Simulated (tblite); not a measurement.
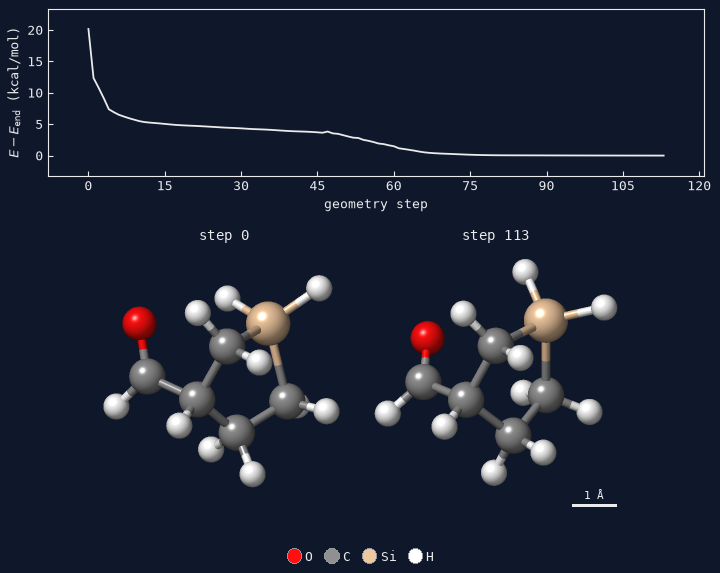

First and last geometry of a relaxation of C$_{5}$H$_{10}$OSi, with the history of the run. Style: ball-and-stick. Shown at a tilt.

Level of theory: tblite, GFN2-xTB geometry optimisation, gas phase. 

Question: What do the curves and the structures tell?

Answer: It converged. The largest moves after the best rigid fit, 1.10 Å, are those of H atoms. Largest moves by element: H 1.10 Å, O 0.93 Å, C 0.42 Å, Si 0.24 Å. Some distances before and after: C–C 1.461 → 1.544 Å, C–H 1.129 → 1.093 Å, C–Si 1.879 → 1.906 Å, C–O 1.227 → 1.201 Å. Bond angles that change, for instance: Si–C–H 104.6° → 113.8°, C–C–C 116.5° → 108.5°, C–C–H 118.0° → 110.1°. Groups turn about C–C by about 55°, C–Si by about 45°, C–C by about 35°. Over 113 geometry steps the energy falls by 20.2 kcal/mol. The run took 1.2 s on 1 thread of Arm Neoverse N1 (shared host).
